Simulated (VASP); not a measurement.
# A VASP study of NiSb (Breithauptite) (PBE + U): structure first, properties next, part 2 of 6

What structure does NiSb (Breithauptite) take at this level, and what are its properties? The start is a cell from a database of measured crystal structures.

VASP 6.6.1, plane waves and PAW; the level of theory is named at each step.

Still holding for the runs below: The k-mesh is coarse for a metal. A U on the itinerant d states of such a compound is hard to justify; it moves the bands at the Fermi level.

So far. Step 2 (Full relaxation (PBE + U)): It ends with forces that vanish by symmetry and a pressure of 0.07 GPa. The volume lies -1.6 % from that of the database's start, which holds the thermal and zero-point expansion of its experiment. The relaxed cell has a = 3.897, c = 5.121 Å (conventional setting).

The database entry behind the starting cell differs from later determinations by our own check (c about 0.3 % short), so it need not match the best structure at ambient conditions.

### 3. Second relaxation

Level of this step: PBE, DFT+U (Ni d 5.3 eV), spin-polarised from a ferromagnetic start; plane waves and PAW (Sb, Ni) (VASP).

The basis stayed that of the start cell while the cell moved. A rerun from the cell reached resets it; the error of the finite cutoff stays.

The input, INCAR:

```
SYSTEM = NiSb
PREC = Accurate
ENCUT = 400
EDIFF = 1E-06
NELM = 100
ISMEAR = 0
SIGMA = 0.05
LREAL = .FALSE.
ALGO = Normal
GGA = PE
ISPIN = 2
MAGMOM = 0 0 1 1
LDAU = .TRUE.
LDAUTYPE = 2
LDAUL = -1 2
LDAUU = 0 5.3
LDAUJ = 0 0
LDAUPRINT = 1
LASPH = .TRUE.
LMAXMIX = 4
LORBIT = 11
LWAVE = .FALSE.
LCHARG = .FALSE.
KPAR = 2
IBRION = 2
NSW = 60
ISIF = 3
EDIFFG = -0.01
```

The input, POSCAR:

```
NiSb
1.0
    3.8967648975      0.0000000000      0.0000000000
   -1.9483824488      3.3746973939      0.0000000000
    0.0000000000      0.0000000000      5.1211691527
Sb Ni
2 2
Direct
    0.6666666667      0.3333333333      0.7500000000
    0.3333333333      0.6666666667      0.2500000000
    0.0000000000      0.0000000000      0.5000000000
    0.0000000000      0.0000000000      0.0000000000
```

The input, KPOINTS:

```
Automatic mesh
0
Gamma
8 8 5
0 0 0
```

PAW data sets: Sb and Ni (PBE family, release 64).

Run with:

```bash
$ mpirun -np 2 vasp_std
```

Output:

```text
[... set-up lines as in an earlier step ...]
 entering main loop
       N       E                     dE             d eps       ncg     rms          rms(c)
DAV:   1     0.157277493311E+03    0.15728E+03   -0.10886E+04  2408   0.128E+03
DAV:   2    -0.594086623290E+01   -0.16322E+03   -0.15825E+03  2460   0.282E+02
DAV:   3    -0.139982017428E+02   -0.80573E+01   -0.79167E+01  2760   0.829E+01
DAV:   4    -0.141405415832E+02   -0.14234E+00   -0.14210E+00  2636   0.105E+01
DAV:   5    -0.141444357102E+02   -0.38941E-02   -0.38940E-02  2816   0.178E+00    0.105E+01
DAV:   6    -0.145325543147E+02   -0.38812E+00   -0.41770E+00  2676   0.376E+01    0.637E+00
DAV:   7    -0.141535069401E+02    0.37905E+00   -0.26513E+00  2672   0.345E+01    0.449E+00
DAV:   8    -0.141087911959E+02    0.44716E-01   -0.55786E-01  3084   0.968E+00    0.138E+00
DAV:   9    -0.141183735854E+02   -0.95824E-02   -0.77876E-02  2956   0.469E+00    0.500E-01
DAV:  10    -0.141201857203E+02   -0.18121E-02   -0.95297E-03  3476   0.109E+00    0.220E-01
DAV:  11    -0.141217987561E+02   -0.16130E-02   -0.20737E-03  3384   0.785E-01    0.141E-01
DAV:  12    -0.141220697037E+02   -0.27095E-03   -0.62530E-04  2992   0.314E-01    0.554E-02
DAV:  13    -0.141222100428E+02   -0.14034E-03   -0.21333E-04  3708   0.243E-01    0.363E-02
DAV:  14    -0.141222306114E+02   -0.20569E-04   -0.83599E-05  3140   0.114E-01    0.202E-02
DAV:  15    -0.141222380334E+02   -0.74220E-05   -0.16683E-05  3164   0.620E-02    0.659E-03
DAV:  16    -0.141222393536E+02   -0.13202E-05   -0.35217E-06  1972   0.242E-02    0.334E-03
DAV:  17    -0.141222400226E+02   -0.66905E-06   -0.12065E-06  1380   0.181E-02
   1 F= -.14122240E+02 E0= -.14120489E+02  d E =-.141222E+02  mag=    -0.0023
 curvature:   0.00 expect dE= 0.000E+00 dE for cont linesearch  0.000E+00
 trial: gam= 0.00000 g(F)=  0.264E-47 g(S)=  0.510E-06 ort = 0.000E+00 (trialstep = 0.100E+01)
 search vector abs. value=  0.510E-06
 reached required accuracy - stopping structural energy minimisation
```

The job ended after 1.7 min (2 MPI ranks of AMD EPYC 7R43, shared host; peak memory 0.35 GiB; 2.2 min of CPU time).

From OUTCAR (step 3):

```text
  LATTYP: Found a hexagonal cell.
 ALAT       =     3.8967648975
 C/A-ratio  =     1.3142104508

 Found     30 irreducible k-points:

   ENCUT  =  400.0 eV  29.40 Ry    5.42 a.u.   6.35  6.35  8.35*2*pi/ulx,y,z

   NELECT =      30.0000    total number of electrons

atom =   3  type =  2  l = 2

 onsite density matrix

spin component  1

  0.8777 -0.0000  0.0000 -0.0502 -0.0000
 -0.0000  0.8676 -0.0000 -0.0000 -0.0502
  0.0000 -0.0000  0.9000 -0.0000  0.0000
 -0.0502 -0.0000 -0.0000  0.8676  0.0000
 -0.0000 -0.0502  0.0000  0.0000  0.8777

spin component  2

  0.8780 -0.0000  0.0000 -0.0499 -0.0000
 -0.0000  0.8680 -0.0000 -0.0000 -0.0499
  0.0000 -0.0000  0.9001 -0.0000  0.0000
 -0.0499 -0.0000 -0.0000  0.8680  0.0000
 -0.0000 -0.0499  0.0000  0.0000  0.8780

 occupancies and eigenvectors

  o =  0.8222  v =  0.6494  0.1868 -0.0000  0.7175  0.1690  0.0000  0.0000  0.0000  0.0000  0.0000      0.0000  0.0000  0.0000  0.0000  0.0000  0.0000  0.0000  0.0000  0.0000  0.0000
  o =  0.8222  v =  0.1690 -0.7175  0.0000  0.1868 -0.6494  0.0000  0.0000  0.0000  0.0000  0.0000      0.0000  0.0000  0.0000  0.0000  0.0000  0.0000  0.0000  0.0000  0.0000  0.0000
  o =  0.8229  v =  0.0000  0.0000  0.0000  0.0000  0.0000  0.6492  0.1868 -0.0000  0.7177  0.1690      0.0000  0.0000  0.0000  0.0000  0.0000  0.0000  0.0000  0.0000  0.0000  0.0000
  o =  0.8229  v =  0.0000  0.0000  0.0000  0.0000  0.0000  0.1690 -0.7177  0.0000  0.1868 -0.6492      0.0000  0.0000  0.0000  0.0000  0.0000  0.0000  0.0000  0.0000  0.0000  0.0000
  o =  0.9000  v =  0.0000 -0.0000 -1.0000 -0.0000  0.0000  0.0000  0.0000  0.0000  0.0000  0.0000      0.0000  0.0000  0.0000  0.0000  0.0000  0.0000  0.0000  0.0000  0.0000  0.0000
  o =  0.9001  v =  0.0000  0.0000  0.0000  0.0000  0.0000  0.0000 -0.0000 -1.0000 -0.0000  0.0000      0.0000  0.0000  0.0000  0.0000  0.0000  0.0000  0.0000  0.0000  0.0000  0.0000
  o =  0.9231  v =  0.7175 -0.1690  0.0000 -0.6494  0.1868  0.0000  0.0000  0.0000  0.0000  0.0000      0.0000  0.0000  0.0000  0.0000  0.0000  0.0000  0.0000  0.0000  0.0000  0.0000
  o =  0.9231  v = -0.1868 -0.6494  0.0000  0.1690  0.7175  0.0000  0.0000  0.0000  0.0000  0.0000      0.0000  0.0000  0.0000  0.0000  0.0000  0.0000  0.0000  0.0000  0.0000  0.0000
  o =  0.9231  v =  0.0000  0.0000  0.0000  0.0000  0.0000  0.7177 -0.1690  0.0000 -0.6492  0.1868      0.0000  0.0000  0.0000  0.0000  0.0000  0.0000  0.0000  0.0000  0.0000  0.0000
  o =  0.9231  v =  0.0000  0.0000  0.0000  0.0000  0.0000 -0.1868 -0.6492  0.0000  0.1690  0.7177      0.0000  0.0000  0.0000  0.0000  0.0000  0.0000  0.0000  0.0000  0.0000  0.0000

atom =   4  type =  2  l = 2

 onsite density matrix

spin component  1

  0.8777  0.0000  0.0000  0.0502 -0.0000
  0.0000  0.8676  0.0000 -0.0000  0.0502
  0.0000  0.0000  0.9000  0.0000  0.0000
  0.0502 -0.0000  0.0000  0.8676 -0.0000
 -0.0000  0.0502  0.0000 -0.0000  0.8777

spin component  2

  0.8780  0.0000  0.0000  0.0499 -0.0000
  0.0000  0.8680  0.0000 -0.0000  0.0499
  0.0000  0.0000  0.9001  0.0000  0.0000
  0.0499 -0.0000  0.0000  0.8680 -0.0000
 -0.0000  0.0499  0.0000 -0.0000  0.8780

 occupancies and eigenvectors

  o =  0.8222  v =  0.6494 -0.1868 -0.0000 -0.7175  0.1690  0.0000  0.0000  0.0000  0.0000  0.0000      0.0000  0.0000  0.0000  0.0000  0.0000  0.0000  0.0000  0.0000  0.0000  0.0000
  o =  0.8222  v =  0.1690  0.7175  0.0000 -0.1868 -0.6494  0.0000  0.0000  0.0000  0.0000  0.0000      0.0000  0.0000  0.0000  0.0000  0.0000  0.0000  0.0000  0.0000  0.0000  0.0000
  o =  0.8229  v =  0.0000  0.0000  0.0000  0.0000  0.0000  0.6492 -0.1868 -0.0000 -0.7177  0.1690      0.0000  0.0000  0.0000  0.0000  0.0000  0.0000  0.0000  0.0000  0.0000  0.0000
  o =  0.8229  v =  0.0000  0.0000  0.0000  0.0000  0.0000  0.1690  0.7177  0.0000 -0.1868 -0.6492      0.0000  0.0000  0.0000  0.0000  0.0000  0.0000  0.0000  0.0000  0.0000  0.0000
  o =  0.9000  v =  0.0000  0.0000 -1.0000  0.0000  0.0000  0.0000  0.0000  0.0000  0.0000  0.0000      0.0000  0.0000  0.0000  0.0000  0.0000  0.0000  0.0000  0.0000  0.0000  0.0000
  o =  0.9001  v =  0.0000  0.0000  0.0000  0.0000  0.0000  0.0000  0.0000 -1.0000  0.0000  0.0000      0.0000  0.0000  0.0000  0.0000  0.0000  0.0000  0.0000  0.0000  0.0000  0.0000
  o =  0.9231  v =  0.7175  0.1690  0.0000  0.6494  0.1868  0.0000  0.0000  0.0000  0.0000  0.0000      0.0000  0.0000  0.0000  0.0000  0.0000  0.0000  0.0000  0.0000  0.0000  0.0000
  o =  0.9231  v = -0.1868  0.6494  0.0000 -0.1690  0.7175  0.0000  0.0000  0.0000  0.0000  0.0000      0.0000  0.0000  0.0000  0.0000  0.0000  0.0000  0.0000  0.0000  0.0000  0.0000
  o =  0.9231  v =  0.0000  0.0000  0.0000  0.0000  0.0000  0.7177  0.1690  0.0000  0.6492  0.1868      0.0000  0.0000  0.0000  0.0000  0.0000  0.0000  0.0000  0.0000  0.0000  0.0000
  o =  0.9231  v =  0.0000  0.0000  0.0000  0.0000  0.0000 -0.1868  0.6492  0.0000 -0.1690  0.7177      0.0000  0.0000  0.0000  0.0000  0.0000  0.0000  0.0000  0.0000  0.0000  0.0000

 E-fermi :   9.9497

 spin component 1
 k-point     1 :       0.0000    0.0000    0.0000
  band No.  band energies     occupation
    ...
      9       7.2063      1.00000
     10       7.2063      1.00000
     11       8.0831      1.00000
     12       8.0831      1.00000
     13       9.3859      1.00000
     14      10.9641      0.00000
     15      10.9641      0.00000
     16      12.4975      0.00000
     17      12.4975      0.00000
     18      13.4630      0.00000
    ...

 k-point     2 :       0.1250    0.0000    0.0000
  band No.  band energies     occupation
    ...
     10       7.2421      1.00000
     11       8.0510      1.00000
     12       8.0837      1.00000
     13       9.3274      1.00000
     14       9.5255      1.00000
     15      10.1825      0.00000
     16      11.8564      0.00000
     17      13.1550      0.00000
     18      13.8606      0.00000
     19      14.8125      0.00000
    ...

 k-point     3 :       0.2500    0.0000    0.0000
  band No.  band energies     occupation
    ...
     11       7.9473      1.00000
     12       7.9892      1.00000
     13       8.0856      1.00000
     14       9.0473      1.00000
     15       9.1092      1.00000
     16      10.9326      0.00000
     17      12.6544      0.00000
     18      13.7838      0.00000
     19      14.2914      0.00000
     20      16.4778      0.00000

 k-point     4 :       0.3750    0.0000    0.0000
  band No.  band energies     occupation
    ...
     11       7.4231      1.00000
     12       7.9377      1.00000
     13       8.0509      1.00000
     14       8.0879      1.00000
     15       8.5409      1.00000
     16       9.9782      0.21036
     17      11.4291      0.00000
     18      13.6458      0.00000
     19      14.0027      0.00000
     20      15.9382      0.00000

  Total       -0.0033785     -0.0033785      0.0044090      0.0000000      0.0000000      0.0000000
  in kB       -0.0803771     -0.0803771      0.1048925      0.0000000      0.0000000      0.0000000
  external PRESSURE =      -0.0186206 kB  Pullay stress =       0.0000000 kB

  energy-cutoff  :      400.00
  volume of cell :       67.35
      direct lattice vectors                 reciprocal lattice vectors
     3.896764898  0.000000000  0.000000000     0.256623129  0.148161432  0.000000000
    -1.948382449  3.374697394  0.000000000     0.000000000  0.296322865  0.000000000
     0.000000000  0.000000000  5.121169153     0.000000000  0.000000000  0.195267911

 POSITION                                       TOTAL-FORCE (eV/Angst)
 -----------------------------------------------------------------------------------
      1.94838      1.12490      3.84088         0.000000     -0.000000      0.000000
     -0.00000      2.24980      1.28029        -0.000000     -0.000000      0.000000
      0.00000      0.00000      2.56058         0.000000      0.000000      0.000000
      0.00000      0.00000      0.00000         0.000000      0.000000      0.000000
 -----------------------------------------------------------------------------------
    total drift:                                0.000000     -0.000000      0.000000

  FREE ENERGIE OF THE ION-ELECTRON SYSTEM (eV)
  ---------------------------------------------------
  free  energy   TOTEN  =       -14.1222400226 eV

  energy  without entropy=      -14.1187376331  energy(sigma->0) =      -14.12048883

 total charge
# of ion       s       p       d       tot
------------------------------------------
    1        1.133   1.212   0.071   2.416
    2        1.133   1.212   0.071   2.416
    3        0.426   0.461   8.747   9.635
    4        0.426   0.461   8.747   9.635
--------------------------------------------------
tot          3.119   3.346  17.637  24.102

 magnetization (x)
# of ion       s       p       d       tot
------------------------------------------
    1       -0.000   0.000   0.000  -0.000
    2       -0.000   0.000   0.000  -0.000
    3       -0.000  -0.000  -0.001  -0.001
    4       -0.000  -0.000  -0.001  -0.001
--------------------------------------------------
tot         -0.000  -0.000  -0.003  -0.003

[... 5 parts as in an earlier step ...]

[... 11 further parts left out ...]
```

CONTCAR:

```
NiSb
   1.00000000000000
     3.8967648975000002    0.0000000000000000    0.0000000000000000
    -1.9483824488000001    3.3746973939000000    0.0000000000000000
     0.0000000000000000    0.0000000000000000    5.1211691527000003
  Sb              Ni
     2     2
Direct
     0.6666666667000030    0.3333333332999970    0.7500000000000000
     0.3333333332999970    0.6666666667000030    0.2500000000000000
     0.0000000000000000    0.0000000000000000    0.5000000000000000
     0.0000000000000000    0.0000000000000000    0.0000000000000000
```

Little changed from the start: no atom moved by 0.005 Å and no cell edge by 0.1 %.

Numbers from this step:

| Item | Value |
| --- | --- |
| free energy (TOTEN) | -14.12 eV |
| Fermi energy | 9.950 eV |
| pressure | -0.001862 GPa |
| moment of the cell, from the last line of the log | 0 μB |
| SCF cycles over all ionic steps | 17 |

It ends with forces that vanish by symmetry and a pressure of 0.00 GPa. The volume moved by under 0.01 %: the run met its threshold at the first step.

### 4. Density, ELF and potential (PBE + U)

The relaxed cell gets a fresh self-consistent run, on a basis set for its own volume, to fix the density and to check the remaining stress.

INCAR: that of step 3 with these lines changed.

```diff
@@ -22,7 +22,5 @@
 LWAVE = .FALSE.
-LCHARG = .FALSE.
-KPAR = 2
-IBRION = 2
-NSW = 60
-ISIF = 3
-EDIFFG = -0.01
+LCHARG = .TRUE.
+ISIF = 2
+LELF = .TRUE.
+LVHAR = .TRUE.
```

POSCAR is that of step 3.

KPOINTS is that of step 3.

Run with:

```bash
$ mpirun -np 2 vasp_std
```

Output:

```text
[banner, memory and clock lines left out]
running    2 mpi-ranks, on    1 nodes
 distrk:  each k-point on    2 cores,    1 groups
 distr:  one band on    1 cores,    2 groups

 POSCAR found type information on POSCAR SbNi
 POSCAR found :  2 types and       4 ions
 LDA part: xc-table for (Slater+PW92), standard interpolation
 POSCAR, INCAR and KPOINTS ok, starting setup
 FFT: planning ... GRIDC
 FFT: planning ... GRID_SOFT
 FFT: planning ... GRID
 WAVECAR not read
 entering main loop
       N       E                     dE             d eps       ncg     rms          rms(c)
DAV:   1     0.157277493310E+03    0.15728E+03   -0.10886E+04  2408   0.128E+03
DAV:   2    -0.594086623253E+01   -0.16322E+03   -0.15825E+03  2460   0.282E+02
[... 1 cycle as in an earlier step ...]
DAV:   4    -0.141405415837E+02   -0.14234E+00   -0.14210E+00  2636   0.105E+01
DAV:   5    -0.141444357099E+02   -0.38941E-02   -0.38940E-02  2816   0.178E+00    0.105E+01
DAV:   6    -0.145325543151E+02   -0.38812E+00   -0.41770E+00  2676   0.376E+01    0.637E+00
DAV:   7    -0.141535069399E+02    0.37905E+00   -0.26513E+00  2672   0.345E+01    0.449E+00
DAV:   8    -0.141087911958E+02    0.44716E-01   -0.55786E-01  3084   0.968E+00    0.138E+00
DAV:   9    -0.141183735850E+02   -0.95824E-02   -0.77876E-02  2956   0.469E+00    0.500E-01
[... 1 cycle as in an earlier step ...]
DAV:  11    -0.141217987568E+02   -0.16130E-02   -0.20737E-03  3384   0.785E-01    0.141E-01
DAV:  12    -0.141220697056E+02   -0.27095E-03   -0.62530E-04  2992   0.314E-01    0.554E-02
DAV:  13    -0.141222100441E+02   -0.14034E-03   -0.21333E-04  3708   0.243E-01    0.363E-02
DAV:  14    -0.141222306108E+02   -0.20567E-04   -0.83599E-05  3140   0.114E-01    0.202E-02
DAV:  15    -0.141222380335E+02   -0.74227E-05   -0.16683E-05  3164   0.620E-02    0.659E-03
DAV:  16    -0.141222393536E+02   -0.13201E-05   -0.35217E-06  1972   0.242E-02    0.334E-03
DAV:  17    -0.141222400221E+02   -0.66846E-06   -0.12065E-06  1380   0.181E-02
   1 F= -.14122240E+02 E0= -.14120489E+02  d E =-.350239E-02  mag=    -0.0023
```

Wall time 1.9 min (2 MPI ranks); peak memory 0.26 GiB; 2.6 min of CPU time.

From OUTCAR (step 4):

```text
 Found     30 irreducible k-points:

   NELECT =      30.0000    total number of electrons

atom =   3  type =  2  l = 2

 onsite density matrix

spin component  1

spin component  2

 occupancies and eigenvectors

atom =   4  type =  2  l = 2

 onsite density matrix

spin component  1

spin component  2

 occupancies and eigenvectors

 E-fermi :   9.9497

  Total       -0.0033785     -0.0033785      0.0044091      0.0000000      0.0000000      0.0000000
  in kB       -0.0803762     -0.0803762      0.1048935      0.0000000      0.0000000      0.0000000
  external PRESSURE =      -0.0186196 kB  Pullay stress =       0.0000000 kB

 POSITION                                       TOTAL-FORCE (eV/Angst)
 -----------------------------------------------------------------------------------
      1.94838      1.12490      3.84088        -0.000000      0.000000      0.000000
     -0.00000      2.24980      1.28029         0.000000     -0.000000      0.000000
      0.00000      0.00000      2.56058         0.000000      0.000000      0.000000
      0.00000      0.00000      0.00000         0.000000      0.000000      0.000000
 -----------------------------------------------------------------------------------
    total drift:                                0.000000     -0.000000      0.000000

  FREE ENERGIE OF THE ION-ELECTRON SYSTEM (eV)
  ---------------------------------------------------
  free  energy   TOTEN  =       -14.1222400221 eV

  energy  without entropy=      -14.1187376326  energy(sigma->0) =      -14.12048883

[... 30 parts as in an earlier step ...]
```

With spin, VASP writes an ELF for each channel.

Numbers from this step:

| Item | Value |
| --- | --- |
| SCF cycles | 17 |

Valence electrons inside each PAW sphere by angular momentum. Sphere charges, by row:

```
atom  s (e)  p (e)  d (e)  tot (e)
 Sb1  1.133  1.212  0.071    2.416
 Sb2  1.133  1.212  0.071    2.416
 Ni3  0.426  0.461  8.747    9.635
 Ni4  0.426  0.461  8.747    9.635
```

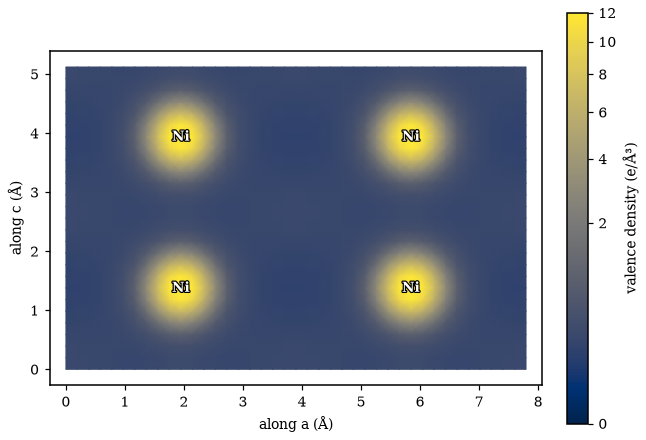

Valence density in the ac plane at fractional y = 0.000, with atoms of Ni within 0.2 Å of it. It is the smooth field of the valence electrons, not physical close to the nuclei. The map starts off the cell's origin, so that atoms lie inside it. The colour scale is stretched toward low values.

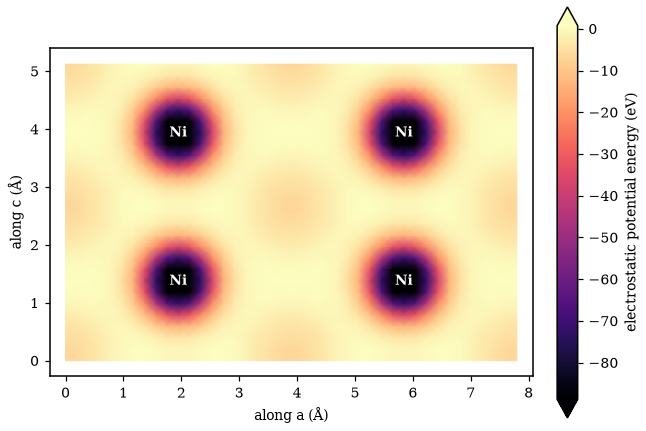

Electrostatic potential energy in the ac plane at fractional y = 0.000, with atoms of Ni within 0.2 Å of it. With pseudopotentials it is smooth inside the atoms' cores, unlike the true potential. The map starts off the cell's origin, so that atoms lie inside it.

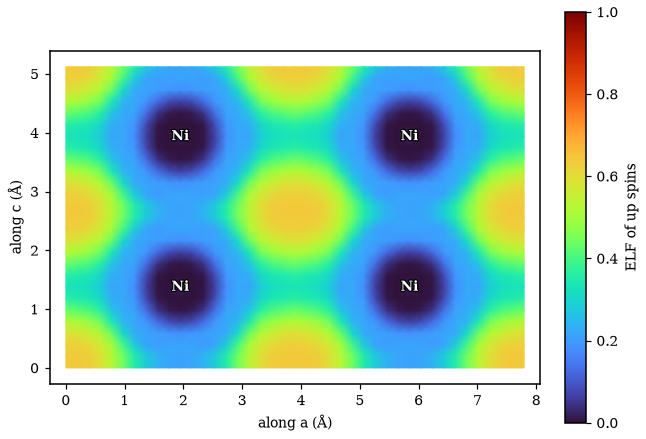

ELF of up spins in the ac plane at fractional y = 0.000, with atoms of Ni within 0.2 Å of it. It is the smooth field of the valence electrons, not physical close to the nuclei. The map starts off the cell's origin, so that atoms lie inside it.

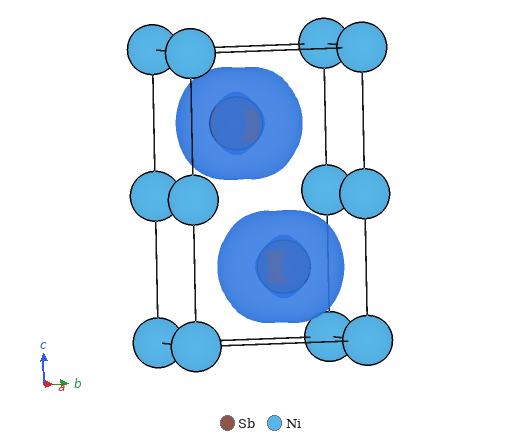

Surface of ELF of up spins = 0.7.

In this run the pressure is 0.00 GPa, small enough to go on.

(Part 2 of 6 ends here.)

[Lines on the potential files, build, host, timing and source positions are cut from VASP's logs without a mark.]

[Logs are printed without paths, hosts, clocks, repeated set-up lines and the standing remarks that a program may print on its own settings, such as how far it seeks lower states.]

[Hosts, paths, dates, database ids (printed as entryN), source tags and the programs' standing remarks are cut or masked in the printed files.]

[A measured line is paired with the nearest computed mode of its activity, which favours agreement.]

[In band tables of VASP the shares of atoms and orbitals are scaled to a sum of 1 inside the atoms' spheres.]
